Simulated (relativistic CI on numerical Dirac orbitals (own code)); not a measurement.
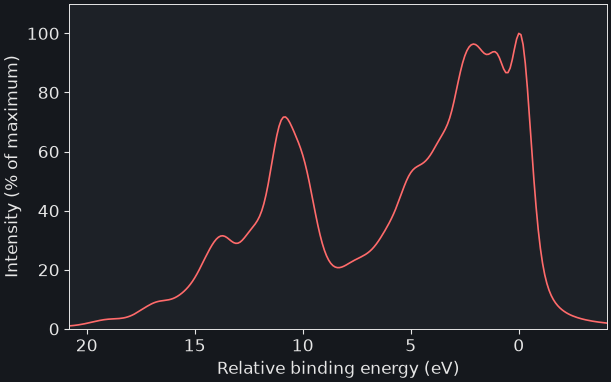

2p photoemission of nominal Cr²⁺ (d⁴) with U_dd = 5.6, U_pd = 6.9, 10Dq = 0.5 (ligand 0.3), V(eg) = 1.4, V(t2g) = −0.63 eV, final-state hopping scaled by 0.9. Charge-transfer multiplet model of a cubic metal–ligand cluster, up to 1 ligand hole (L), atomic integrals computed for Dirac–Coulomb–Breit ions and scaled by 0.8, 300 K, Voigt broadening (Lorentzian 0.6 eV, Gaussian 0.8 eV). Energies are counted from the highest peak in the lower part of the range.

### Estimate the charge-transfer energy Δ and the make-up of the ground state.

Δ = 7.5 eV, above U_dd, on the Mott–Hubbard side of the Zaanen–Sawatzky–Allen scheme. The ground state is 91 % d⁴ and 9 % d⁵L, with 4.09 d electrons and S = 2.00. The main maxima lie at 0.0 eV (100), 1.1 eV (94), 2.1 eV (96), 10.8 eV (72) and 13.7 eV (32), heights in % of the largest.
